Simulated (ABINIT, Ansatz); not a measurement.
# How the form of the self-energy moves the gap of Tellurium (P3_121, 3 atoms a cell)

Wanted: the gap of Tellurium (P3_121, 3 atoms a cell) under several approximations, with cost.

Method: PBE and many-body steps on it, plane waves, in ABINIT 10.8.3.

The database entry behind the starting cell differs from later determinations by our own check (inner coordinate of an old entry), so it need not match the best structure at ambient conditions.

## Step 1: The structure

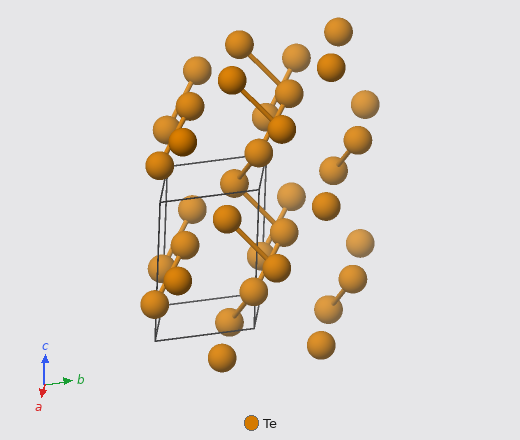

The cell as given, slightly off an axis (tellurium orange). 2×2×2 cells are drawn. Bonds to atoms that aren't drawn are left out. Some periodic images of atoms are drawn too.

The cell and positions come from the Crystallography Open Database and are kept as given unless a step says otherwise. Spin-orbit coupling is left out unless a step names it.

## Step 2: Empty states on the mesh, 3×3×2 mesh, 743 bands

This step: ABINIT 10.8.3; DFT, PBE, plane waves, norm-conserving pseudopotentials.

The sums over transitions need many empty states on a uniform mesh; this step solves for them.

File run.abi:

```
acell 3*1.0 Angstrom
rprim 
  4.454000000025 -0.000000000006 0.000000000000
  -2.227000000008 3.857277148481 0.000000000000
  0.000000000000 0.000000000000 5.924000000000
ntypat 1
znucl 52
natom 3
typat 1 1 1
xred 
  0.269000000000 0.000000000000 0.333333333333
  0.000000000000 0.269000000000 0.666666666667
  0.731000000000 0.731000000000 -0.000000000000
pp_dirpath "pseudos"
pseudos "Te.upf"
ecut 34
ngkpt 3 3 2
nshiftk 1
shiftk 0 0 0
kptopt 1
chksymbreak 0
iscf -2
irdden 1
istwfk *1
nband 743
nbdbuf 66
tolwfr 1e-09
nstep 60
prtvol 0
indata_prefix "in"
outdata_prefix "out"
tmpdata_prefix "tmp"
```

Started as:

```console
> OMP_NUM_THREADS=1 mpirun -n 4 abinit run.abi > log
```

Numbers of over 12 decimals in the logs are rounded to 6 here.

Log:

```text
.Version 10.8.3 of ABINIT. v10.8.2 released Aug 2026.

 Symmetries : space group P3_1 2 1 (#152); Bravais hP (primitive hexag.)
[... echo of the input left out ...]
== DATASET  1 ==================================================================
-   mpi_nproc: 4, omp_nthreads: 1 (-1 if OMP is not activated)

--- !DatasetInfo
iteration_state: {dtset: 1, }
dimensions: {natom: 3, nkpt: 6, mband: 743, nsppol: 1, nspinor: 1, nspden: 1, mpw: 6557, }
cutoff_energies: {ecut:  34.0, pawecutdg:  -1.0, }
[...]
7.43449    7.44062    7.44062    7.48294    7.48472    7.48478    7.48699    7.50035
   7.50054    7.50535    7.50553    7.51038    7.53278    7.53308    7.54787    7.54936
   7.56156    7.57060    7.57293    7.58980    7.60078    7.61177    7.63226
 prteigrs : prtvol=0 or 1, do not print more k-points.

== END DATASET(S) ==============================================================
================================================================================

 -outvars: echo values of variables after computation  --------
            nband         743
             nkpt           6
          spgroup         152
 [... the other variables as echoed above ...]

 Calculation completed.
```

Elapsed: 18 min, on 4 MPI ranks of Arm Neoverse V1, shared host; peak memory 0.9 GiB; 71 min of CPU time.

This step gave:

```yaml
gap: 0.1739 eV
k_of_the_valence_top: 0.3333, 0.3333, 0.5
k_of_the_conduction_bottom: 0.3333, 0.3333, 0.5
least_direct_gap: 0.1739 eV
k_points_computed: 6
lowest_point_of_the_top_converged_band_above_the_valence_top: 187.6723 eV
```

On this mesh the gap is 0.174 eV.

The density comes from a self-consistent run that is not shown.

## Step 3: Screening, 3×3×2 mesh, 290 bands, screening to 176.9 eV

The RPA dielectric matrix is built and inverted for each q.

This step: RPA screening on PBE, plane waves, norm-conserving pseudopotentials.

run.abi: that of step 2 with these lines changed.

```diff
@@ -21,10 +21,11 @@
 chksymbreak 0
-iscf -2
-irdden 1
 istwfk *1
-nband 743
-nbdbuf 66
-tolwfr 1e-09
-nstep 60
-prtvol 0
+occopt 1
+irdwfk 1
+optdriver 3
+nband 290
+ecuteps 6.5
+inclvkb 2
+awtr 1
+symchi 1
 indata_prefix "in"
```

Log:

```text
.Version 10.8.3 of ABINIT. v10.8.2 released Aug 2026.

 Symmetries : space group P3_1 2 1 (#152); Bravais hP (primitive hexag.)
[... echo of the input left out ...]
== DATASET  1 ==================================================================
-   mpi_nproc: 4, omp_nthreads: 1 (-1 if OMP is not activated)

--- !DatasetInfo
iteration_state: {dtset: 1, }
dimensions: {natom: 3, nkpt: 6, mband: 290, nsppol: 1, nspinor: 1, nspden: 1, mpw: 6557, }
cutoff_energies: {ecut:  34.0, pawecutdg:  -1.0, }
electrons: {nelect:   4.80000000E+01, charge:   0.00000000E+00, occopt:   1.00000000E+00, tsmear:   1.00000000E-02, }

 SCREENING: Calculation of the susceptibility and dielectric matrices

 Based on a program developped by R.W. Godby, V. Olevano, G. Onida, and L. Reining.
 Incorporated in ABINIT by V. Olevano, G.-M. Rignanese, and M. Torrent.
.Using double precision arithmetic ; gwpc =  8

[... cell and pseudopotentials left out ...]
--------------------------------------------------------------------------------

 ==== K-mesh for the wavefunctions ====
 Number of points in the irreducible wedge :     6
[... list of points left out ...]
 Together with  6 symmetry operations and time-reversal symmetry
 yields    18 points in the full Brillouin Zone.

 ==== Q-mesh for the screening function ====
 Number of points in the irreducible wedge :     6
[... list of points left out ...]
 Together with  6 symmetry operations and time-reversal symmetry
 yields    18 points in the full Brillouin Zone.

 setmesh: FFT mesh size selected  =    27x   27x   45
          total number of points  =        32805

 vcoul_init : cutoff-mode = AUXILIARY_FUNCTION
 q-points for optical limit:   1
     1)      0.000010    0.000020    0.000030

- screening: taking advantage of time-reversal symmetry
- Maximum band index for partially occupied states nbvw = 24
- Remaining bands to be divided among processors   nbcw = 266
- Number of bands treated by each node ~66

 Number of electrons calculated from density =   48.0000; Expected =   48.0000
 average of density, n =  0.069887
 r_s =    1.5060
 omega_plasma =   25.5009 [eV]

 calculating chi0 at frequencies [eV] :
  1    0.000000E+00    0.000000E+00
  2    0.000000E+00    2.550086E+01

--------------------------------------------------------------------------------
  q-point number  1        q = ( 0.000000, 0.000000, 0.000000) [r.l.u.]
--------------------------------------------------------------------------------
[... chi0 elements left out ...]
 For q-point:  0.000010 0.000020 0.000030
  dielectric constant =   1.65941E+03
  dielectric constant without local fields =   2.09902E+03

  Average fulfillment of the sum rule on Im[epsilon] for q-point    1 :    104.16  [%]
[... wings left out ...]
  q-point number  2        q = ( 0.333333, 0.000000, 0.000000) [r.l.u.]
--------------------------------------------------------------------------------
[... chi0 elements left out ...]
  Average fulfillment of the sum rule on Im[epsilon] for q-point    2 :    114.90  [%]

 [... 4 further q-points ...]
```

The job ended after 2.4 min (4 MPI ranks; peak memory 1.7 GiB; 9.7 min of CPU time).

This step gave:

- ε∞ with local fields, on this mesh, along the program's q direction: 1659
- the same without local fields: 2099
- plasma frequency: 25.50 eV
- plane waves in the screening matrix: 529

Local fields lower ε∞ by 21 %. The value itself is an artefact of the mesh, where one narrow direct gap carries too much weight.

## Step 4: G0W0, Godby-Needs plasmon pole

The self-energy is evaluated for the states that the input lists, and the levels follow from it, in one-shot runs by the linearised quasiparticle equation.

This step: G0W0 on PBE, plane waves, norm-conserving pseudopotentials.

run.abi: that of step 3 with these lines changed.

```diff
@@ -24,8 +24,17 @@
 irdwfk 1
-optdriver 3
+optdriver 4
 nband 290
+gwcalctyp 0
+ecutsigx 34
+symsigma 1
+nkptgw 2
+kptgw 
+  0.3333333333 0.3333333333 0.5000000000
+  0.0000000000 0.0000000000 0.0000000000
+bdgw 
+  23 27
+  22 26
 ecuteps 6.5
-inclvkb 2
-awtr 1
-symchi 1
+irdscr 1
+ppmodel 1
 indata_prefix "in"
```

Log:

```text
.Version 10.8.3 of ABINIT. v10.8.2 released Aug 2026.

 Symmetries : space group P3_1 2 1 (#152); Bravais hP (primitive hexag.)
[... echo of the input left out ...]
== DATASET  1 ==================================================================
-   mpi_nproc: 4, omp_nthreads: 1 (-1 if OMP is not activated)

--- !DatasetInfo
iteration_state: {dtset: 1, }
dimensions: {natom: 3, nkpt: 6, mband: 290, nsppol: 1, nspinor: 1, nspden: 1, mpw: 6557, }
cutoff_energies: {ecut:  34.0, pawecutdg:  -1.0, }
electrons: {nelect:   4.80000000E+01, charge:   0.00000000E+00, occopt:   1.00000000E+00, tsmear:   1.00000000E-02, }

 SIGMA: Calculation of the GW corrections

 Based on a program developped by R.W. Godby, V. Olevano, G. Onida, and L. Reining.
 Incorporated in ABINIT by V. Olevano, G.-M. Rignanese, and M. Torrent.
.Using double precision arithmetic ; gwpc =  8

[... cell and pseudopotentials left out ...]
--------------------------------------------------------------------------------

 ==== K-mesh for the wavefunctions ====
 Number of points in the irreducible wedge :     6
[... list of points left out ...]
 Together with  6 symmetry operations and time-reversal symmetry
 yields    18 points in the full Brillouin Zone.

 ==== Q-mesh for screening function ====
 Number of points in the irreducible wedge :     6
[... list of points left out ...]
 Together with  6 symmetry operations and time-reversal symmetry
 yields    18 points in the full Brillouin Zone.

 vcoul_init : cutoff-mode = AUXILIARY_FUNCTION
 q-points for optical limit:   1
     1)      0.000010    0.000020    0.000030
 setmesh: FFT mesh size selected  =    40x   40x   60
          total number of points  =        96000

 Number of electrons calculated from density =   48.0000; Expected =   48.0000
 average of density, n =  0.069887
 r_s =    1.5060
 omega_plasma =   25.5009 [eV]

 === KS Band Gaps ===
  >>>> For spin  1
   Minimum direct gap =   0.1738 [eV], located at k-point      :   0.3333  0.3333  0.5000
   Fundamental gap    =   0.1738 [eV], Top of valence bands at :   0.3333  0.3333  0.5000
                                       Bottom of conduction at :   0.3333  0.3333  0.5000
 SIGMA fundamental parameters:
 PLASMON POLE MODEL  1
 number of plane-waves for SigmaX                 6557
 number of plane-waves for SigmaC and W            529
 number of plane-waves for wavefunctions          6557
 number of bands                                   290
 number of independent spin polarizations            1
 number of spinorial components                      1
 number of k-points in IBZ                           6
 number of q-points in IBZ                           6
 number of symmetry operations                       6
 number of k-points in BZ                           18
 number of q-points in BZ                           18
 number of frequencies for dSigma/dE                 9
 frequency step for dSigma/dE [eV]                0.25
 number of omega for Sigma on real axis              0
 max omega for Sigma on real axis  [eV]           0.00
 zcut for avoiding poles [eV]                     0.10

 EPSILON^-1 parameters (SCR file):
 dimension of the eps^-1 matrix on file            529
 dimension of the eps^-1 matrix used               529
 number of plane-waves for wavefunctions          6557
 number of bands                                   290
 number of q-points in IBZ                           6
 number of frequencies                               2
 number of real frequencies                          1
 number of imag frequencies                          1

 matrix elements of self-energy operator (all in [eV])

 Perturbative Calculation

--- !SelfEnergy_ee
iteration_state: {dtset: 1, }
kpoint     : [   0.333,    0.333,    0.500, ]
spin       : 1
KS_gap     :    0.174
QP_gap     :    0.502
Delta_QP_KS:    0.329
data: !SigmaeeData |
     Band     E0 <VxcDFT>   SigX SigC(E0)      Z dSigC/dE  Sig(E)    E-E0       E
       23   4.683 -12.381 -14.438   1.025   0.784  -0.275 -13.190  -0.809   3.875
       24   4.683 -12.381 -14.438   1.025   0.784  -0.275 -13.190  -0.809   3.875
       25   4.857 -11.885  -9.305  -3.190   0.786  -0.272 -12.365  -0.480   4.377
       26   6.003 -11.851  -9.094  -3.385   0.786  -0.273 -12.344  -0.493   5.510
       27   6.003 -11.851  -9.094  -3.385   0.786  -0.273 -12.344  -0.493   5.510

--- !SelfEnergy_ee
iteration_state: {dtset: 1, }
kpoint     : [   0.000,    0.000,    0.000, ]
spin       : 1
KS_gap     :    1.861
QP_gap     :    2.142
Delta_QP_KS:    0.282
data: !SigmaeeData |
     Band     E0 <VxcDFT>   SigX SigC(E0)      Z dSigC/dE  Sig(E)    E-E0       E
       22   3.007 -11.477 -14.257   1.776   0.776  -0.288 -12.257  -0.780   2.227
       23   3.007 -11.477 -14.257   1.776   0.776  -0.288 -12.257  -0.780   2.227
       24   3.836 -11.708 -14.430   1.643   0.779  -0.284 -12.548  -0.841   2.995
       25   5.696 -12.128  -9.580  -3.262   0.782  -0.279 -12.686  -0.559   5.137
       26   5.696 -12.128  -9.580  -3.262   0.782  -0.279 -12.686  -0.559   5.137

== END DATASET(S) ==============================================================
================================================================================

 -outvars: echo values of variables after computation  --------
           etotal      0.0000000000E+00
            nband         290
             nkpt           6
          spgroup         152
 [... the other variables as echoed above ...]

 Calculation completed.
```

Elapsed: 71 s, on 4 MPI ranks; peak memory 1.8 GiB.

Numbers from this step:

* G0W0 gap on the points computed: 0.5020 eV
* starting gap on the mesh: 0.1739 eV
* k of the valence top: 0.3333, 0.3333, 0.5
* k of the conduction bottom: 0.3333, 0.3333, 0.5
* Z at the valence top: 0.784
* Z at the conduction bottom: 0.786
* least direct G0W0 gap on the computed points: 0.5020 eV

The gap on the mesh goes from 0.17 eV to 0.50 eV, a correction of +0.33 eV.

## Step 5: G0W0, von der Linden-Horsch plasmon pole

run.abi: that of step 4 with these lines changed.

```diff
@@ -38,3 +38,3 @@
 irdscr 1
-ppmodel 1
+ppmodel 3
 indata_prefix "in"
```

Log:

```text
.Version 10.8.3 of ABINIT. v10.8.2 released Aug 2026.

 Symmetries : space group P3_1 2 1 (#152); Bravais hP (primitive hexag.)
[... echo of the input left out ...]
== DATASET  1 ==================================================================
-   mpi_nproc: 4, omp_nthreads: 1 (-1 if OMP is not activated)

--- !DatasetInfo
iteration_state: {dtset: 1, }
dimensions: {natom: 3, nkpt: 6, mband: 290, nsppol: 1, nspinor: 1, nspden: 1, mpw: 6557, }
cutoff_energies: {ecut:  34.0, pawecutdg:  -1.0, }
electrons: {nelect:   4.80000000E+01, charge:   0.00000000E+00, occopt:   1.00000000E+00, tsmear:   1.00000000E-02, }

 SIGMA: Calculation of the GW corrections

 Based on a program developped by R.W. Godby, V. Olevano, G. Onida, and L. Reining.
 Incorporated in ABINIT by V. Olevano, G.-M. Rignanese, and M. Torrent.
.Using double precision arithmetic ; gwpc =  8

[... cell and pseudopotentials left out ...]
--------------------------------------------------------------------------------

 ==== K-mesh for the wavefunctions ====
 Number of points in the irreducible wedge :     6
[... list of points left out ...]
 Together with  6 symmetry operations and time-reversal symmetry
 yields    18 points in the full Brillouin Zone.

 ==== Q-mesh for screening function ====
 Number of points in the irreducible wedge :     6
[... list of points left out ...]
 Together with  6 symmetry operations and time-reversal symmetry
 yields    18 points in the full Brillouin Zone.

 vcoul_init : cutoff-mode = AUXILIARY_FUNCTION
 q-points for optical limit:   1
     1)      0.000010    0.000020    0.000030
 setmesh: FFT mesh size selected  =    40x   40x   60
          total number of points  =        96000

 Number of electrons calculated from density =   48.0000; Expected =   48.0000
[...]
number of omega for Sigma on real axis              0
 max omega for Sigma on real axis  [eV]           0.00
 zcut for avoiding poles [eV]                     0.10

 EPSILON^-1 parameters (SCR file):
 dimension of the eps^-1 matrix on file            529
 dimension of the eps^-1 matrix used               529
 number of plane-waves for wavefunctions          6557
 number of bands                                   290
 number of q-points in IBZ                           6
 number of frequencies                               2
 number of real frequencies                          1
 number of imag frequencies                          1

 matrix elements of self-energy operator (all in [eV])

 Perturbative Calculation

--- !SelfEnergy_ee
iteration_state: {dtset: 1, }
kpoint     : [   0.333,    0.333,    0.500, ]
spin       : 1
KS_gap     :    0.174
QP_gap     :    0.510
Delta_QP_KS:    0.336
data: !SigmaeeData |
     Band     E0 <VxcDFT>   SigX SigC(E0)      Z dSigC/dE  Sig(E)    E-E0       E
       23   4.683 -12.381 -14.438   0.544   0.837  -0.195 -13.647  -1.265   3.418
       24   4.683 -12.381 -14.438   0.544   0.837  -0.195 -13.647  -1.265   3.418
       25   4.857 -11.885  -9.305  -3.688   0.839  -0.192 -12.814  -0.930   3.928
[...]
--- !SelfEnergy_ee
iteration_state: {dtset: 1, }
kpoint     : [   0.000,    0.000,    0.000, ]
spin       : 1
KS_gap     :    1.861
QP_gap     :    2.226
Delta_QP_KS:    0.365
data: !SigmaeeData |
     Band     E0 <VxcDFT>   SigX SigC(E0)      Z dSigC/dE  Sig(E)    E-E0       E
[...]
25   5.696 -12.128  -9.580  -3.709   0.836  -0.197 -13.098  -0.970   4.726
       26   5.696 -12.128  -9.580  -3.709   0.836  -0.197 -13.098  -0.970   4.726

== END DATASET(S) ==============================================================
================================================================================

 -outvars: echo values of variables after computation  --------
           etotal      0.0000000000E+00
            nband         290
             nkpt           6
          spgroup         152
 [... the other variables as echoed above ...]

 Calculation completed.
```

It took 27 s on 4 MPI ranks; peak memory 1.6 GiB.

This step gave:

- G0W0 gap on the points computed: 0.5100 eV
- starting gap on the mesh: 0.1739 eV
- k of the valence top: 0.3333, 0.3333, 0.5
- k of the conduction bottom: 0.3333, 0.3333, 0.5
- Z at the valence top: 0.837
- Z at the conduction bottom: 0.839
- least direct G0W0 gap on the computed points: 0.5100 eV

Against G0W0 in ABINIT (3×3×2 mesh, 290 bands, screening to 176.9 eV, Godby-Needs plasmon pole), the gap moves by +0.008 eV.

## Step 6: G0W0, Engel-Farid plasmon pole

run.abi: that of step 5 with these lines changed.

```diff
@@ -38,3 +38,3 @@
 irdscr 1
-ppmodel 3
+ppmodel 4
 indata_prefix "in"
```

Log:

```text
.Version 10.8.3 of ABINIT. v10.8.2 released Aug 2026.

 Symmetries : space group P3_1 2 1 (#152); Bravais hP (primitive hexag.)
[... echo of the input left out ...]
== DATASET  1 ==================================================================
-   mpi_nproc: 4, omp_nthreads: 1 (-1 if OMP is not activated)

--- !DatasetInfo
iteration_state: {dtset: 1, }
dimensions: {natom: 3, nkpt: 6, mband: 290, nsppol: 1, nspinor: 1, nspden: 1, mpw: 6557, }
cutoff_energies: {ecut:  34.0, pawecutdg:  -1.0, }
[...]
Band     E0 <VxcDFT>   SigX SigC(E0)      Z dSigC/dE  Sig(E)    E-E0       E
[...]
25   5.696 -12.128  -9.580  -3.418   0.775  -0.290 -12.802  -0.675   5.021
       26   5.696 -12.128  -9.580  -3.418   0.775  -0.290 -12.802  -0.675   5.021

== END DATASET(S) ==============================================================
================================================================================

 -outvars: echo values of variables after computation  --------
           etotal      0.0000000000E+00
            nband         290
             nkpt           6
          spgroup         152
 [... the other variables as echoed above ...]

 Calculation completed.
```

The job ended after 27 s (4 MPI ranks; peak memory 1.6 GiB; 1.8 min of CPU time).

Numbers from this step:

```yaml
g0w0_gap_on_the_points_computed: 0.4830 eV
starting_gap_on_the_mesh: 0.1739 eV
k_of_the_valence_top: 0.3333, 0.3333, 0.5
k_of_the_conduction_bottom: 0.3333, 0.3333, 0.5
least_direct_g0w0_gap_on_the_computed_points: 0.4830 eV
```

Against G0W0 in ABINIT (3×3×2 mesh, 290 bands, screening to 176.9 eV, Godby-Needs plasmon pole), the gap moves by −0.019 eV.

(Part 1 of 2 ends here.)

[Paths, hosts, dates, memory and timing lines, banners, echoed tables and standing remarks are left out of the program output.]

[Logs are printed without paths, hosts, clocks, repeated set-up lines and the standing remarks that a program may print on its own settings, such as how far it seeks lower states.]

[Runs of the session that timed out or met a known fault of the program may be left out.]

[Hosts, paths, dates, database ids (printed as entryN), source tags and the programs' standing remarks are cut or masked in the printed files.]

[G0W0 gaps are taken among the corrected bands and points alone; a level outside them can change the order at an edge.]

[Where Ansatz stands beside ABINIT at settings called matched, ABINIT's density can come from a denser mesh and the files from another edition; pairs whose starting gaps differed by over 0.03 eV were left out, so agreement reads better than it is.]
